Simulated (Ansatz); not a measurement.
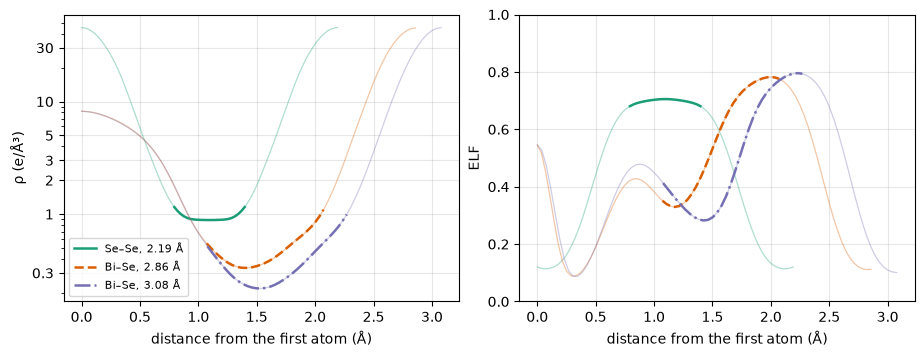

Bi2Se5. Valence pseudo-density and ELF along straight lines between neighbouring atoms. Thin, pale parts lie inside the atomic spheres.

Space group P-3m1; a generated structure, not necessarily the stable one; changed on purpose from its base cell (volume × 0.94, shape and atoms relaxed).

Computed with Ansatz, DFT PBE, scalar-relativistic, plane waves, PAW.

The density is the valence pseudo-density of a PAW calculation; it isn't the true density close to the nuclei.

```
CELL_PARAMETERS angstrom
4.05502 0.00000 0.00000
-2.02751 3.51175 0.00000
0.00000 0.00000 15.26886
ATOMIC_POSITIONS crystal
Bi 0.66667 0.33333 0.86914
Bi 0.33333 0.66667 0.13086
Se 0.33333 0.66667 0.76185
Se 0.00000 0.00000 0.42827
Se 0.00000 0.00000 0.57173
Se 0.66667 0.33333 0.23815
Se 0.00000 0.00000 0.00000
```

### What can be read from the curves?

Se–Se (2.19 Å): ρ at the midpoint is about 0.89 e/Å³; the ELF peaks at about 0.70 between the atoms.
Bi–Se (2.86 Å): ρ at the midpoint is about 0.33 e/Å³; the ELF is about 0.45 at the midpoint and 0.35 at its lowest between the atoms.
Bi–Se (3.08 Å): ρ is about 0.22 e/Å³ halfway; the ELF is about 0.30 at the midpoint.
